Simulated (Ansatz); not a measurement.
# ClGeH₂···HF (doublet): what the fields show

```xyz
6

Ge   -0.2015    0.3593   -0.1113
H    -0.0507    0.0429    2.9689
H     1.3332    0.2611   -0.2197
Cl   -0.8719    1.5103   -1.8371
H    -0.8878   -1.0175   -0.2099
F     0.3647   -0.6093    2.4574
```

All numbers below come from UKS CAM-B3LYP/def2-SVP (Ansatz 0.2.0).

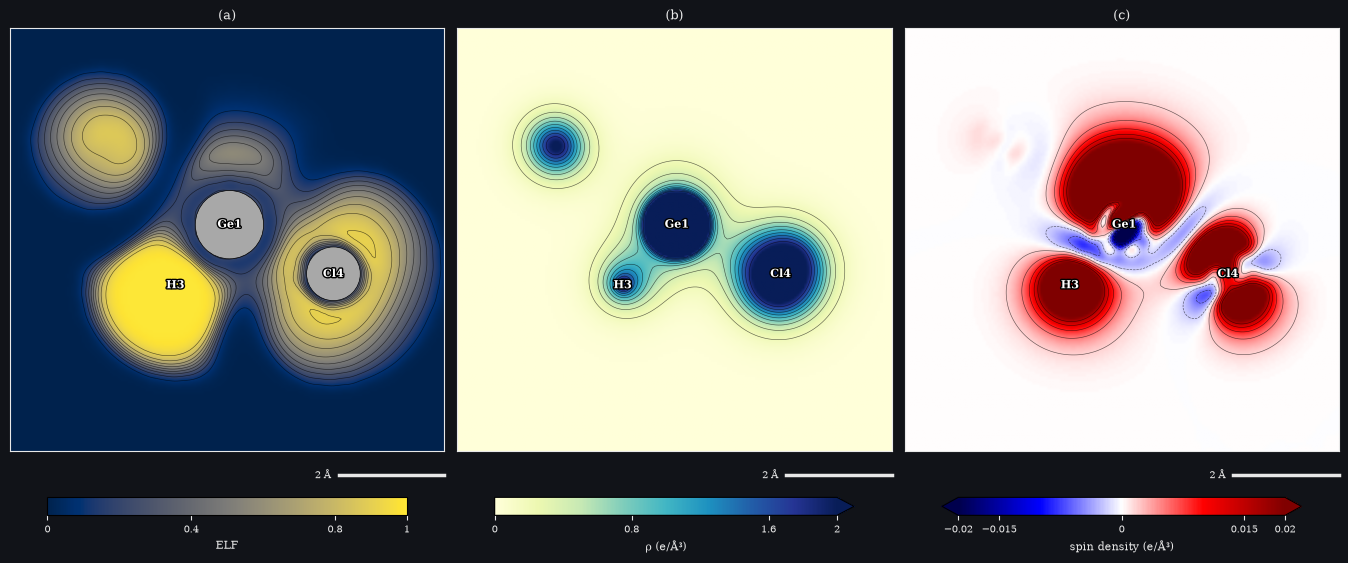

Figure 1. (a) electron localisation function; (b) electron density; (c) spin density (α minus β) on the plane of atoms H3, Ge1 and Cl4. Grey discs cover the atomic cores in the ELF map.

### What does the map show?

The section cuts through Ge, H and Cl sites. Ge–Cl (2.18 Å): ρ is about 0.68 e/Å³ halfway; the ELF peaks at about 0.85 in the valence shell of Cl, 0.8 Å from its nucleus, and is about 0.60 at the midpoint. Ge–H (1.54 Å): ρ is about 1 e/Å³ halfway; the ELF climbs to about 1 towards the hydrogen. The ELF also peaks beside Cl4 and F6, away from the bonds: non-bonding electrons, paired or unpaired. The unpaired spin (1 electron) lies mostly on Ge1 (about 0.7) and Cl4 (about 0.1), in electrons by Hirshfeld's partition.

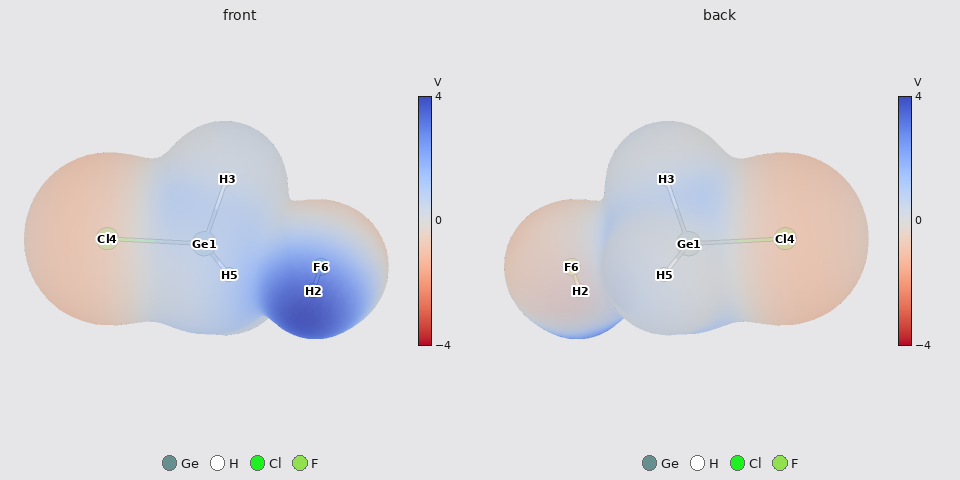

Figure 2. The molecular electrostatic potential painted on the density surface at 0.002 e/bohr³, seen from the front and from behind; the colour scale runs from red (negative) to blue (positive).

### Which sites attract a positive test charge, and which a negative one?

A positive charge is drawn to the negative regions and a negative charge to the positive ones. The most negative region (about −0.8 V) lies over Cl4, the most positive (about +3.9 V) over H2.

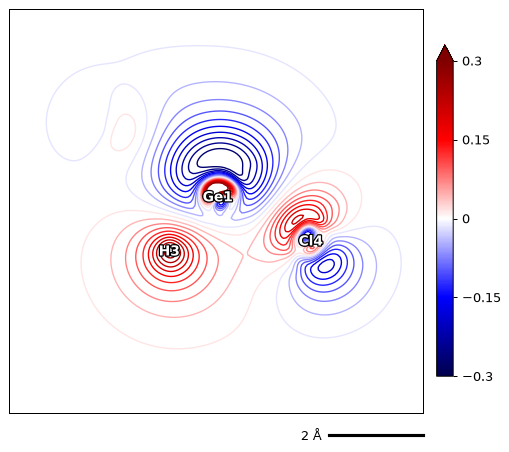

Figure 3. The LUMO (β) on the plane of atoms H3, Ge1 and Cl4 (values in Å⁻³ᐟ²; the overall sign is arbitrary).

### What is the character of this orbital?

It lies mainly on Ge1 (about 70 %), Cl4 (about 10 %), H3 (about 5 %) and H5 (about 5 %). Its energy is −2.03 eV.
